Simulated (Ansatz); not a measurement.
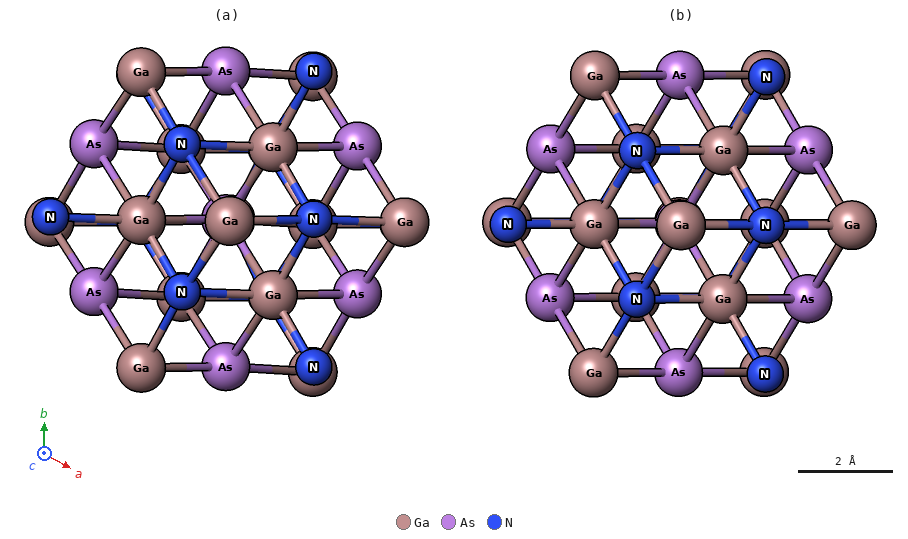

The structure of solid Ga3AsN2 (a generated structure, set up in P1) (coarse preliminary run) before (left) and after (right) a relaxation, at one scale.

Style: ball-and-stick. Shown: the atoms within 5.0 Å of the atom that moves most (axes of the cell of the calculation), along the c axis.

These are results of Ansatz 0.2.0, DFT PBE, scalar-relativistic, plane waves, PAW, not measurements.

The input:
```yaml
crystal:
  lattice:
    - [3.2538885166, 0.0321077047, -0.0309782694]
    - [-1.5991381704, 2.7414860474, 0.0280660625]
    - [-0.1723209324, 0.080783901, 17.7816203817]
  atoms:
    - { symbol: Ga, position: [0.6569586997, 0.3094276546, 0.3851793656] }
    - { symbol: Ga, position: [0.6613082785, 0.3426097063, 0.889641723] }
    - { symbol: Ga, position: [0.0321356252, 1.0234392883, 0.2472376416] }
    - { symbol: Ga, position: [0.0251083599, 0.0099769715, 0.7486641748] }
    - { symbol: Ga, position: [0.3257097389, 0.6767791128, 0.1141215871] }
    - { symbol: Ga, position: [0.3540398999, 0.6758299287, 0.6134364834] }
    - { symbol: As, position: [-0.0041458737, 1.0096256677, 0.5074152864] }
    - { symbol: As, position: [-0.0370756391, -0.0289507403, -0.0013241456] }
    - { symbol: "N", position: [0.3051265225, 0.6394976576, 0.3213386038] }
    - { symbol: "N", position: [0.3312432797, 0.6665330322, 0.8225858078] }
    - { symbol: "N", position: [0.6842598152, 0.3277089642, 0.1762712378] }
    - { symbol: "N", position: [0.6653312932, 0.3475227563, 0.6754322343] }
basis:
  ecutwfc: 420
kpoints:
  mp_grid: { grid: [6, 6, 2] }
hamiltonian:
  xc: pbe
scf:
  occupations: { method: gaussian, width: 0.2 }
  lower_state_search: "off"
output:
  forces: true
  stress: true
  eigenvalues: true
relax:
  adjacent_minimum: "off"
  f_tol: 0.025
  max_steps: 60
  cell: { stress_tol: 0.25 }
```

Launched with:
```bash
ansatz run input.yaml --threads 1 --pin off --max-ram 2560MiB --backend cpu --events-out ev --progress --plain --runs-dir out
```

**What changed between the two?**

The atom that moves furthest relative to the cell is As7 (0.14 Å along [0 −2 −1]). By element the largest moves are As 0.14 Å, Ga 0.09 Å, N 0.08 Å. Cell: a 3.254 → 3.193 Å (−1.9 %), b 3.174 → 3.191 Å (+0.5 %), c 17.783 → 17.645 Å (−0.8 %), α 89.0° → 90.0°, β 91.1° → 90.1°, γ 119.7° → 120.0°. Volume −2.4 %. Some distances before and after: Ga1–As7 2.921 → 2.714 Å, Ga3–N9 2.455 → 2.275 Å, Ga1–As7 (another image) 2.887 → 2.719 Å, Ga6–N12 2.071 → 2.163 Å. Bond angles that change, for instance: Ga1–As7–Ga6 173.5° → 179.8°, As7–Ga6–N12 90.0° → 95.4°, As7–Ga1–N9 100.2° → 95.6°. Within 0.06 Å the space group is P1 at the start and P-3m1 at the end; at a tighter tolerance small leftover displacements or strains of the cell lower it. After 3 accepted moves (4 points after the start) the energy has fallen by 0.203 eV per cell of the calculation. The largest force component goes from 0.85 to 0.0067 eV/Å. Pressure: −2.04 GPa at the start and −0.03 GPa at the end. The SCF was repeated once at an unchanged geometry on a basis and grid sized afresh for the cell, which shifted the energy by 5.8 meV per cell of the calculation at most.
